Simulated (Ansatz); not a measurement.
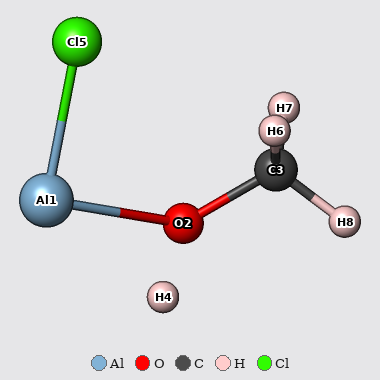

The system is the reacting system CH₄AlClO (fragments CH₄AlClO where the first distance is long, AlCl + CH₄O where the second is long); the picture shows the reference structure. First axis: distance O2–H4 (bond that forms). Second axis: distance Al1–O2 (bond that breaks). Relaxed at each point: all other coordinates. The grid has 13 × 13 points. Points are written as (first, second). All energies are given in kcal/mol relative to the lowest grid point. Energies and slopes of some neighbouring points disagree (a jump in structure or state, or too coarse a mesh). The reference is spin-restricted, so regions where a bond is pulled apart into radicals lie too high. Method: Ansatz, RKS SPW92 (LDA)/def2-SVP.

Its coordinates:

```xyz
8

Al   -0.6877   -0.2735    2.0417
O    -0.5088   -0.8014   -0.0672
C     0.2562    0.0068   -0.9351
H     0.1934   -1.5070    0.7371
Cl   -0.5591    1.8532    1.7902
H     0.8794    0.7588   -0.3940
H    -0.4658    0.5715   -1.5637
H     0.8924   -0.6083   -1.6091
```

Range: distance O2–H4 (bond that forms) from 0.873 to 2.073 Å; distance Al1–O2 (bond that breaks) from 1.683 to 3.483 Å.

**What landscape does the calculation give?**

The lowest grid point is at (2.073 Å, 1.683 Å). It lies at the edge of the scanned range, so the true minimum may lie outside. Other grid points that lie below all their neighbours: (1.001 Å, 2.001 Å) (11.2 kcal/mol higher). The highest grid point, (1.596 Å, 3.483 Å), lies 74.4 kcal/mol above the lowest.

```
second ↓, first →  0.873  0.927  1.001  1.085  1.177  1.275  1.378  1.485  1.596  1.711  1.828  1.949  2.073
            3.483   33.2   27.3   26.4   31.4   41.0   50.1   59.4   67.6   74.4   55.8   51.6   49.9   48.9
            3.297   31.9   26.0   25.1   30.1   39.6   48.3   57.0   64.1   69.3   53.1   51.3   49.9   48.7
            3.116   30.4   24.5   23.5   28.5   38.0   46.4   54.2   60.0   63.9   53.5   51.4   49.5   48.0
            2.939   28.6   22.7   21.7   26.6   36.1   44.6   51.9   57.1   59.8   53.7   51.0   48.7   46.8
            2.767   26.7   20.7   19.6   24.6   34.0   44.2   49.8   54.8   57.6   53.2   50.1   47.3   44.9
            2.601   24.5   18.5   17.4   22.4   31.8   42.4   47.9   52.4   55.0   52.0   48.3   45.0   42.3
            2.440   22.4   16.3   15.1   20.0   29.3   40.2   47.9   54.0   51.9   52.3   45.7   42.0   38.9
            2.286   20.4   14.3   13.0   17.7   26.9   37.8   44.8   49.8   48.2   48.0   54.9   52.9   49.6
            2.139   19.1   12.8   11.4   16.0   24.9   35.3   41.3   45.0   46.5   46.1   43.4   39.5   35.4
            2.001   19.2   12.8   11.2   15.5   24.1   33.6   38.1   39.8   39.1   35.7   31.3   26.5   21.7
            1.875   21.6   15.0   13.2   17.3   25.4   33.2   35.9   35.1   31.6   26.7   21.1   15.5   10.1
            1.764   27.3   20.6   18.6   22.2   29.6   35.4   35.5   32.5   27.4   21.2   14.7    8.3    2.5
            1.683   35.0   28.2   26.0   29.3   35.9   39.5   37.9   33.5   27.2   20.1   13.0    6.2    0.0
```

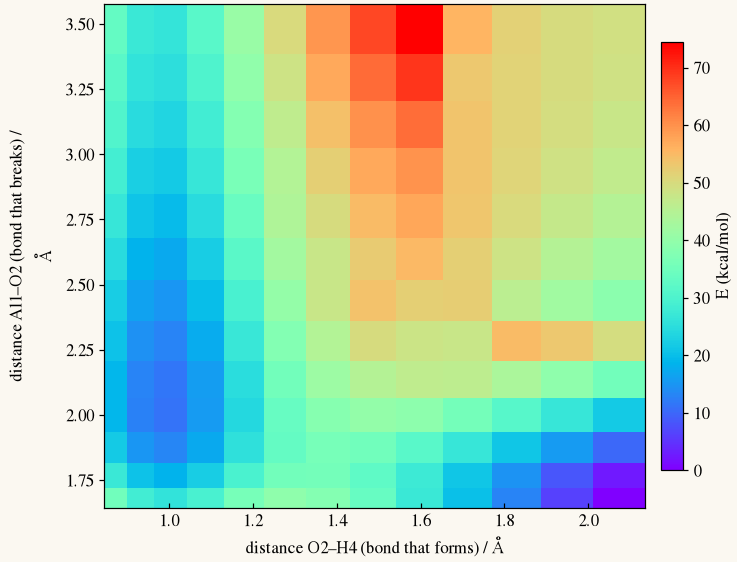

Drawn: one coloured cell a grid point.

Each point was launched as `ansatz run input.yaml --threads 1 --pin off --max-ram 2560MiB --backend cpu --events-out ev --progress --plain --runs-dir out`. Time for the 169 points that were run: 36 min on 1 thread of Arm Neoverse V1 (shared host).
